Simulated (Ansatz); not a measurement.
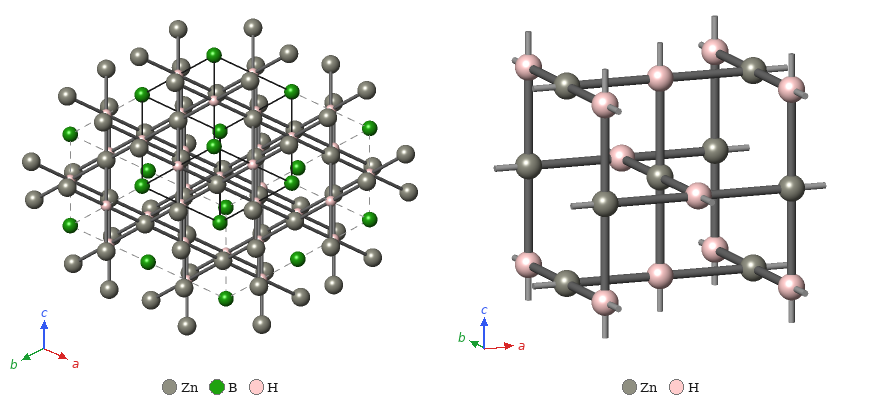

Left: the structure. Right: its underlying net. Nodes are coloured by element. Short stubs are edges that leave the cut-out.

Zn3BH3 (space group Pm-3m, No. 221): the geometry relaxed with DFT PBE, scalar-relativistic, plane waves, PAW in Ansatz 0.2.0; the starting structure was generated, so it need not be a known form of this composition.

Bonds are taken as H–Zn below 2.3 Å; no other contact counts. Atoms with one bond or none are removed and atoms with two bonds are replaced by edges, until no such atom is left.

The result is a uninodal 4-connected, three-periodic net: Zn and H are 4-connected nodes. B drops out. It is the nbo net, known from NbO. It is a single net, without interpenetration.

| node | links | point symbol | coordination sequence |
| --- | --- | --- | --- |
| Zn and H | 4 | 6⁴·8² | 4 12 28 50 |
